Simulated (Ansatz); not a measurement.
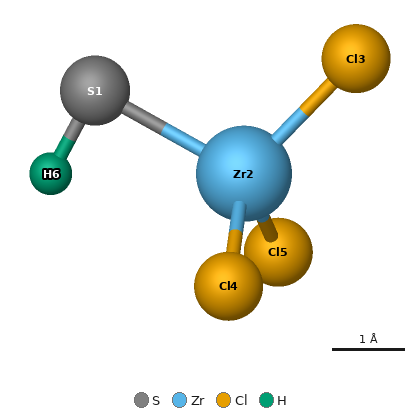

The structure as given in the input (ball-and-stick view, seen at a tilt; atoms are numbered from 1 in the order of the input). Sticks mark near contacts.

**What a change does: single-point calculation on ZrHSCl3**

System: ZrHSCl3, SMILES [SH][Zr]([Cl])([Cl])[Cl].
Method of run A: RKS SPW92/def2-TZVPP (Ansatz 0.2.0).

The geometry comes from this level: PBE0-D4/def2-TZVP. Text and figures count atoms from 1; the logs count them from 0 in places.

**The input, run A**
```yaml
crystal:
  periodic: [false, false, false]
  atoms:
    - {symbol: S, position_ang: [-1.764391, 0.868435, -0.029216]}
    - {symbol: Zr, position_ang: [0.503282, 0.052351, 0.049147]}
    - {symbol: Cl, position_ang: [1.829849, 1.899002, 0.490404]}
    - {symbol: Cl, position_ang: [0.662287, -1.565890, 1.709051]}
    - {symbol: Cl, position_ang: [1.018386, -0.934901, -1.990322]}
    - {symbol: H, position_ang: [-2.207313, -0.382897, -0.275163]}
basis:
  gaussian: {orbitals: def2-TZVPP}
hamiltonian: {xc: lda}
output: {orbitals: {seedname: orbitals}}
```

Hardware: 4 CPU threads, shared host.

**Output (run A)**
```
Functional definition: SPW92
  exchange = slater_x
  correlation = pw_c
1537 factors; their error is unknown
mean field evaluation 1: about -49546.0963 eV, gradient 3.0e1 eV
mean field evaluation 2: about -49544.9371 eV, gradient 3.9e1 eV
mean field evaluation 4: about -49548.3350 eV, gradient 3.1e0 eV
mean field evaluation 8: about -49548.3596 eV, gradient 1.5e-1 eV
mean field evaluation 16: about -49548.3346 eV, gradient 7.9e-5 eV
mean field -49548.33456752 eV, -1820.8677102889 hartree, gradient 7.9e-5 eV, S^2 0.000000; 0 other end points of the search recorded, 0 dependent functions left out
reference -49548.33462325 eV, -1820.8677123369 hartree; 40, 40 occupied and 198, 198 virtual orbitals, 1537 factors
Total energy: -49548.33462325 eV, -1820.8677123369 hartree
```

Run B used a changed input.

**The two runs side by side**

| quantity | run A | run B |
| --- | --- | --- |
| outcome | converged | converged |
| total energy (hartree) | −1820.867712 | −1826.502580 |
| HOMO (eV) | −7.23 | −10.60 |
| LUMO (eV) | −3.74 | −0.61 |
| basis functions | 238 | 238 |
| wall time (shared host) | 1.4 s | 9 s |

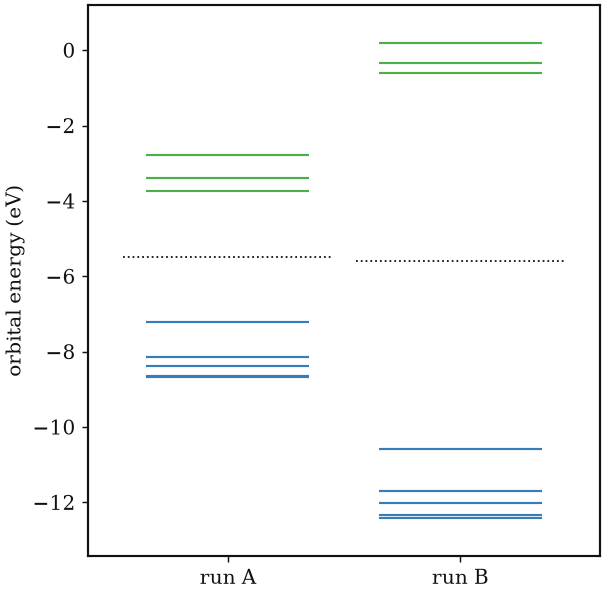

The five highest filled and three lowest empty orbital energies of the two runs; the dotted lines part filled from empty levels. The HOMO–LUMO gap is 3.49 eV in run A and 9.98 eV in run B.

Which change of the input explains these differences?

The change (lines with − go, lines with + come):
```diff
-hamiltonian: {xc: lda}
+hamiltonian: {xc: {name: wB97X-V}}
```

The total energies belong to different methods, so their difference says nothing on which is more stable or more accurate. The HOMO goes from −7.23 to −10.60 eV. The LUMO goes from −3.74 to −0.61 eV.

**Output (run B)**
```
Functional definition: wB97X-V
  parameter omega = 0.3/bohr
  parameter cx = 0.167
  parameter cx1 = 0.603
  parameter cx2 = 1.194
  parameter css0 = 0.556
  parameter css1 = -0.257
  parameter cos0 = 1.219
  parameter cos1 = -1.850
  parameter b = 6.0
  parameter c = 0.01
  exchange = spin_sum(e_x_unif_sr(omega)*poly(b97_u_x, 1 - cx, cx1, cx2)) + cx*exact_x_sr(omega) + exact_x_lr(omega)
  correlation = spin_sum(e_c_pw_same_spin*poly(b97_u_same, css0, css1))
      + integral(e_c_pw_opposite_spin*poly(b97_u_opposite, cos0, cos1)) + vv10(b, c)
1623 factors; their error is unknown
275 factors; integrals over basis functions are off by at most 2.0e-5 eV
mean field evaluation 1: about -49698.7755 eV, gradient 3.0e1 eV
mean field evaluation 2: about -49697.3777 eV, gradient 4.4e1 eV
mean field evaluation 4: about -49701.5745 eV, gradient 1.4e0 eV
mean field evaluation 8: about -49701.5900 eV, gradient 4.2e-2 eV
mean field evaluation 16: about -49701.6672 eV, gradient 8.9e-5 eV
mean field -49701.66719204 eV, -1826.5025803073 hartree, gradient 4.1e-5 eV, S^2 0.000000; 0 other end points of the search recorded, 0 dependent functions left out
reference -49701.66718924 eV, -1826.5025802045 hartree; 40, 40 occupied and 198, 198 virtual orbitals, 1623 factors
Total energy: -49701.66718924 eV, -1826.5025802045 hartree
```
